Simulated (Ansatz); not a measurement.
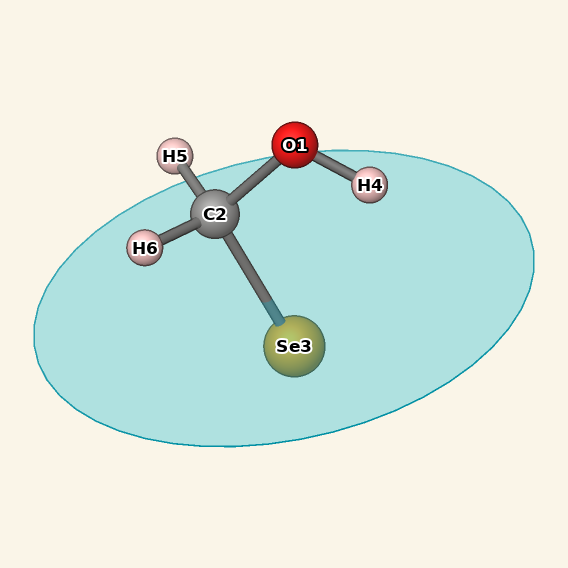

A disc through the centre of mass is drawn in. Distant atoms are faded towards the background colour. The species has charge −1 and is a spin singlet. Computed geometry: PBE0-D4/def2-TZVPD optimisation. No frequency run is at hand to confirm it as a minimum.

**Is the plane of the disc a mirror plane of the structure?**

No. The point group is Cs, with 1 mirror plane, and this plane isn't one of its mirror planes.
